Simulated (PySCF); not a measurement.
# BF2 (SMILES F[B]F): ROCCSD(T)/STO-3G

What is the energy change on altering one bond length of BF2 at ROCCSD(T)/STO-3G? 

The calculation is run with PySCF 2.14.0.

13 further runs of the same task are left out: 4 that didn't finish, 9 set aside as unsound or not needed.

## 1. Starting point

BF2: 3 atoms, total charge 0, spin state doublet. As SMILES, `F[B]F`. The shape is that of a PBE0-D4/def2-TZVP optimisation.

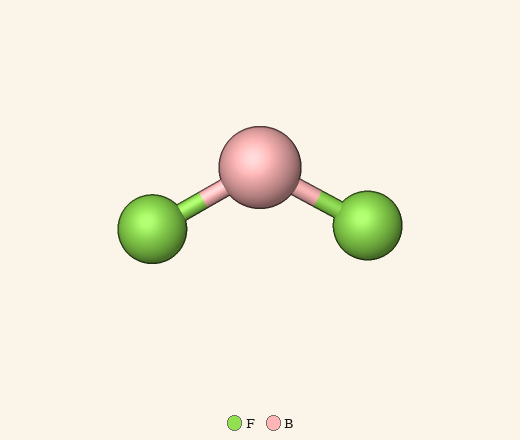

The structure, seen from a chosen angle (fluorine green, boron pink).

## 2. A single-point energy at ROCCSD(T)/STO-3G

File mol.xyz:

```xyz
3
BF2
F      0.513100    -1.044300     0.160000
B      0.279000     0.240500     0.181300
F     -0.802900     0.738900    -0.354600
```

File job.py:

```python
# F[B]F
from pyscf import gto, scf, cc

system = gto.M(
    atom='mol.xyz',
    spin=1,
    basis='sto-3g',
    max_memory=1860,
    charge=0,
    verbose=3,
)

hf = scf.ROHF(system)
hf.conv_tol = 1e-10
hf.kernel()
if not hf.converged:
    hf = hf.newton().run(hf.mo_coeff, hf.mo_occ)

mycc = cc.CCSD(hf, frozen=3)
mycc.kernel()
e_t = mycc.ccsd_t()
e_final = mycc.e_tot + e_t
print('Final energy', e_final)
```

Command:

```console
$ OMP_NUM_THREADS=1 python job.py
```

The log of the run:

```text
converged SCF energy = -220.477509682076

WARN: RCCSD method does not support ROHF method. ROHF object is converted to UHF object and UCCSD method is called.

E(UCCSD) = -220.5609691531879  E_corr = -0.08345947111147677
UCCSD(T) correction = -0.0077993356502599
Final energy -220.56876848883817
```

It took 0.64 s on 1 thread of Arm Neoverse V2, shared host; peak memory 0.12 GiB.

## 3. The distorted shape at the same level

File start.xyz:

```xyz
3
BF2
F      0.700375    -2.072112     0.142960
B      0.279000     0.240500     0.181300
F     -0.802900     0.738900    -0.354600
```

File input.py:

```python
from pyscf import gto, scf, cc

system = gto.M(
    atom='start.xyz',
    charge=0,
    verbose=3,
    max_memory=1860,
    spin=1,
    basis='sto-3g',
)

myscf = scf.ROHF(system)
myscf.conv_tol = 1e-10
myscf.kernel()
if not myscf.converged:
    myscf = myscf.newton().run(myscf.mo_coeff, myscf.mo_occ)

mycc = cc.CCSD(myscf, frozen=3)
mycc.kernel()
e_t = mycc.ccsd_t()
energy = mycc.e_tot + e_t
print(f'total energy: {energy:.8f} hartree')
```

Command:

```console
$ OMP_NUM_THREADS=1 python input.py
```

The log of the run:

```text
converged SCF energy = -220.330819706228

WARN: RCCSD method does not support ROHF method. ROHF object is converted to UHF object and UCCSD method is called.

E(UCCSD) = -220.4102034009933  E_corr = -0.07938369476558958
UCCSD(T) correction = -0.00719490535933399
total energy: -220.41739831 hartree
```

Run time: 0.7 s. Hardware: 1 thread of Arm Neoverse V2, shared host; peak memory 0.12 GiB.

## 4. Results

Level: ROCCSD(T)/STO-3G, 3 core orbitals frozen.

| quantity | value |
| --- | --- |
| first shape: total energy | -220.56877 Eh |
| first shape: dipole moment (Hartree–Fock density) | 0.47 D |
| first shape: correlation energy (3 core orbitals frozen) | -91.3 mEh |
| first shape: (T) correction | -7.80 mEh |
| first shape: ⟨S²⟩ of the reference determinant | 0.750 |
| first shape: T1 diagnostic | 0.020 |
| distorted shape: total energy | -220.41740 Eh |
| distorted shape: dipole moment (Hartree–Fock density) | 0.89 D |
| distorted shape: correlation energy (3 core orbitals frozen) | -86.6 mEh |
| distorted shape: (T) correction | -7.19 mEh |
| distorted shape: ⟨S²⟩ of the reference determinant | 0.750 |
| distorted shape: T1 diagnostic | 0.017 |
| energy change with the F1–B2 bond stretched from 1.306 to 2.351 Å | 4.119 eV |

What this shows: With the F1–B2 bond stretched from 1.306 to 2.351 Å the energy rises by 4.12 eV (95 kcal/mol). The first shape isn't relaxed at this level, so the change isn't measured from a minimum. The minimal basis adds a large error of its own. Mulliken charges (first shape) of the mean-field density run from -0.20 on F1 to +0.41 on B2; they depend strongly on the basis. The triples (first shape) make up 8.5 % of the correlation energy. Mulliken charges (distorted shape) of the mean-field density run from -0.19 on F3 to +0.17 on B2. The triples (distorted shape) make up 8.3 % of the correlation energy.
